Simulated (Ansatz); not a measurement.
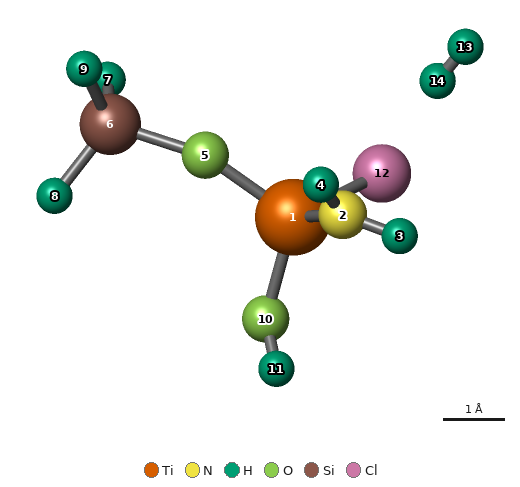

*The starting structure (ball-and-stick view, seen at a tilt; atoms are numbered from 1 in the order of the input). Sticks mark near contacts.*

# Nudged elastic band of TiSiNH8ClO2

System: TiSiNH8ClO2.
Method: RKS PBE/def2-SVP (Ansatz 0.2.0).

One setting was made poor on purpose. It belongs to a series of runs on one base structure; here: an input spoilt on purpose.

**Input file**
```yaml
crystal:
  periodic: [false, false, false]
  atoms:
    - { symbol: Ti, position_ang: [-0.054027, -0.305694, -0.024754] }
    - { symbol: "N", position_ang: [0.03278, -0.003945, 1.823187] }
    - { symbol: H, position_ang: [-0.785463, 0.109005, 2.433504] }
    - { symbol: H, position_ang: [0.885889, -0.067933, 2.389732] }
    - { symbol: O, position_ang: [1.591565, -0.770355, -0.551571] }
    - { symbol: Si, position_ang: [2.931861, -0.882068, -1.567848] }
    - { symbol: H, position_ang: [2.713631, -1.9761, -2.575075] }
    - { symbol: H, position_ang: [3.149787, 0.426811, -2.279155] }
    - { symbol: H, position_ang: [4.140425, -1.205107, -0.733031] }
    - { symbol: O, position_ang: [-0.571776, 1.197616, -0.85919] }
    - { symbol: H, position_ang: [-0.854639, 2.050852, -0.487096] }
    - { symbol: Cl, position_ang: [-1.579931, -1.893965, -0.414178] }
    - { symbol: H, position_ang: [-0.36027, -3.032383, 3.434707] }
    - { symbol: H, position_ang: [-0.335134, -2.477533, 2.900069] }
basis:
  gaussian: { orbitals: def2-SVP }
hamiltonian:
  xc: pbe
neb:
  order_check: false
  images: 8
  f_tol: 0.05
  max_iterations: 8
  climbing: false
  final_atoms:
    - { symbol: Ti, position_ang: [-0.19683246, -0.86106125, 0.20972844] }
    - { symbol: "N", position_ang: [0.38509609, -0.38170031, 2.33298746] }
    - { symbol: H, position_ang: [0.93571625, 0.48842387, 2.36208289] }
    - { symbol: H, position_ang: [0.94307109, -1.12967456, 2.76414986] }
    - { symbol: O, position_ang: [1.58465432, -0.86523382, -0.15219673] }
    - { symbol: Si, position_ang: [2.77445849, -0.9215818, -1.33535809] }
    - { symbol: H, position_ang: [2.73749267, -2.23856703, -2.06062391] }
    - { symbol: H, position_ang: [2.5882113, 0.19950202, -2.32404263] }
    - { symbol: H, position_ang: [4.11987805, -0.76030821, -0.67675518] }
    - { symbol: O, position_ang: [-1.10424669, 0.70161439, 0.34554652] }
    - { symbol: H, position_ang: [-1.52876195, 1.12547366, -0.42291671] }
    - { symbol: Cl, position_ang: [-1.08050253, -1.78715902, -1.62521278] }
    - { symbol: H, position_ang: [-0.79734239, -2.15710341, 1.16358377] }
    - { symbol: H, position_ang: [-0.45619425, -0.24342353, 2.90832808] }
  initial_path: idpp
  optimiser: cg
```

Hardware: 4 threads of Arm Neoverse V2, 24 GiB of memory available, shared host.

Run as:
```bash
ansatz run input.yaml --threads 4 --pin off --max-ram 5120MiB --backend cpu --events-out ev --progress --plain --runs-dir out
```

**The program's output**
```
Error: YAML parse error: error: line 44 column 14: unknown variant `cg`, expected one of quadratic_models, fire, lbfgs
  --> <input>:44:14
   |
42 |     - { symbol: H, position_ang: [-0.45619425, -0.24342353, 2.90832808] }
43 |   initial_path: idpp
44 |   optimiser: cg
   |              ^ unknown variant `cg`, expected one of quadratic_models, fire, lbfgs
```

**What the run reported**

- outcome: refused by the program

**What went wrong**

The program refused the input: “YAML parse error: error: line 44 column 14: unknown variant `cg`, expected one of quadratic_models, fire, lbfgs --> <input>:44:14 | 42 | - { symbol: H, position_ang: [-0.45619425, -0.24342353, 2.90832808] } 43 | initial_path: idpp 44 | optimiser: cg | ^ unknown variant `cg`, expected one of quadratic_models, fire, lbfgs” A deliberately poor setting: bad input.
